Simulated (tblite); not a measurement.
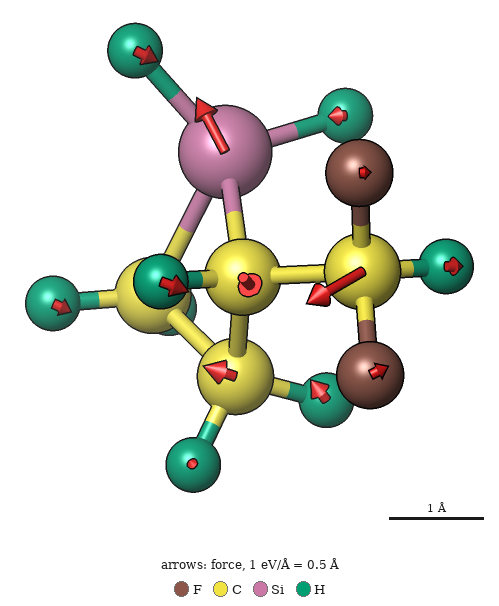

Starting geometry of C₄H₈F₂Si with the computed forces as red arrows. A ball-and-stick model, seen from a free direction.

These are results of GFN2-xTB geometry optimisation, gas phase (tblite 0.8.0), not measurements. 

> Is this structure relaxed? If not, where do the atoms go?

It isn't relaxed: the largest force vector, on a C atom, is 1.71 eV/Å. The final displacements have little in common with the starting forces (cosine between the two patterns 0.17). The energy falls by 26.4 kJ/mol in 67 geometry steps. The largest moves after the best rigid fit, 0.54 Å, are those of H atoms. By element the largest moves are H 0.54 Å, F 0.44 Å, C 0.22 Å, Si 0.20 Å. Some distances before and after: C–Si 1.889 → 1.923 Å, H–Si 1.492 → 1.460 Å, C–C 1.573 → 1.543 Å, C–H 1.081 → 1.101 Å. Among the angles between lasting bonds that change: H–Si–H 117.5° → 112.3°, C–C–H 112.4° → 107.5°, C–C–C 95.5° → 100.0°. Groups turn about C–C by about 20°, C–C by about 20°.
